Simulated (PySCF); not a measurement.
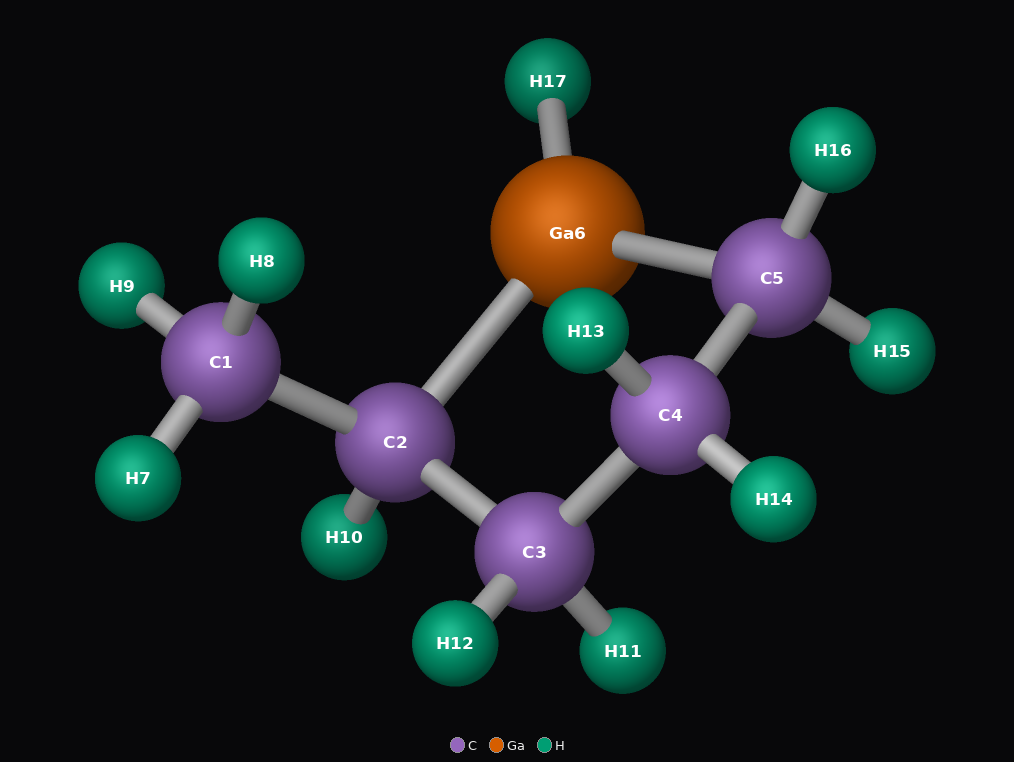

The geometry was computed by an optimisation with PBE0-D3(BJ)/def2-SVP. No frequency run is at hand to confirm it as a minimum. Level of theory: delta-SCF UKS SCAN, pcX-2 on the ionised atom, pcseg-1 elsewhere, spin-free X2C (PySCF 2.14.0).

Give the core-electron binding energies (to vacuum) of C1 1s, C2 1s, C3 1s, C4 1s, C5 1s.

| atom | level | binding energy (eV) |
| --- | --- | --- |
| C1 | 1s | 290.4 |
| C2 | 1s | 289.5 |
| C3 | 1s | 290.1 |
| C4 | 1s | 290.2 |
| C5 | 1s | 289.5 |
